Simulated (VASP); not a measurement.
Here is the system:

```xyz
6
Lattice="4.6491 0.0000 0.0000 0.0000 4.6491 0.0000 0.0000 0.0000 3.0692" Properties=species:S:1:pos:R:3 pbc="T T T"
Mg     0.0000     0.0000     0.0000
Mg     2.3246     2.3246     1.5346
F      1.4097     1.4097     3.0692
F      3.7343     0.9148     1.5346
F      0.9148     3.7343     1.5346
F      3.2394     3.2394     0.0000
```

Calculation: TPSS meta-GGA, VASP's PBE PAW potentials (set 64) (plane waves; VASP 6.6.1). Settings: 520 eV cut-off, 6×6×8 Γ-centred mesh, tetrahedra with Blöchl corrections, potentials Mg F.

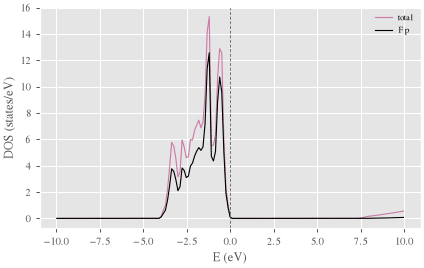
Figure. Total and projected density of states, zero at the valence-band maximum

Within 2 eV below the valence-band maximum the largest weight inside VASP's projection spheres is F p.

The gap is direct, 7.29 eV, from the valence maximum at Γ to the conduction minimum at Γ.

The compound is MgF2 in the rutile structure. It was relaxed first.
